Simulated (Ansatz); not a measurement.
| atom | x (Å) | y (Å) | z (Å) |
| --- | --- | --- | --- |
| Ta | -0.0742 | -0.6115 | -1.1374 |
| Ta | 1.0347 | 0.5543 | 0.5432 |
| S | -0.8656 | 1.4971 | -0.4666 |
| S | -0.0949 | -1.4399 | 1.0607 |

Geometry: r2SCAN-D4/def2-SVP; core potentials replace the inner electrons of Ta.

Level of theory: UKS PBE0-D4/def2-TZVP (Ansatz).

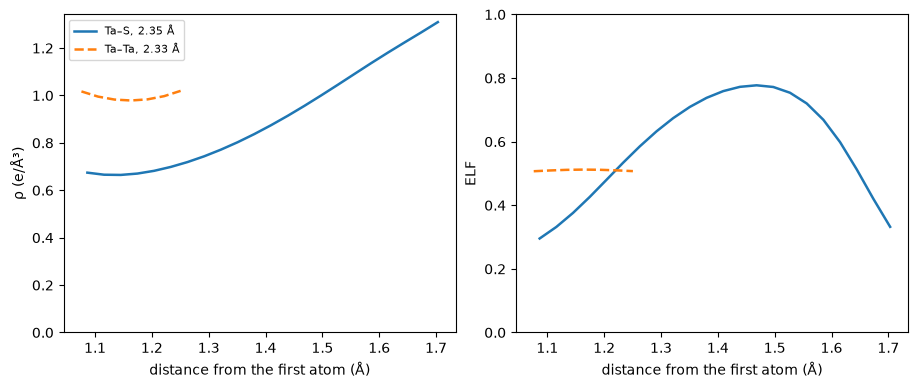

S2Ta2 (charge +1, doublet). Electron density and electron localisation function along straight lines between neighbouring atoms. The curves leave out the atomic cores.

**Compare the contacts.**

Ta–S (2.35 Å): ρ at the midpoint is about 0.67 e/Å³; the ELF peaks at about 0.80 in the valence shell of S, 0.9 Å from its nucleus, and is about 0.45 at the midpoint.
Ta–Ta (2.33 Å): ρ is about 0.98 e/Å³ halfway; the ELF is about 0.50 at the midpoint.
